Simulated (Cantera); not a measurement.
A closed system holds: 1 mol C₂H₂, 3 mol NH₃, 5.6 mol N₂, held at 100 Torr.

Equilibrium computed with Cantera from the NASA thermochemical tables; the gas is ideal and each condensed phase is pure. Candidate condensed phases: C, C₆H₆, C₇H₈, C₈H₁₈; 92 gas species. Rates play no part.

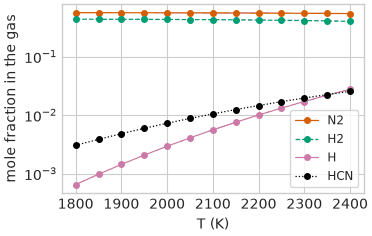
Equilibrium gas composition (values under 1e-9 drawn at 1e-9)

**Question.** Read off the mole fractions at 1900 K.

**Answer.** N₂ about 0.56, H₂ about 0.43, HCN about 0.0048, H about 0.0014.
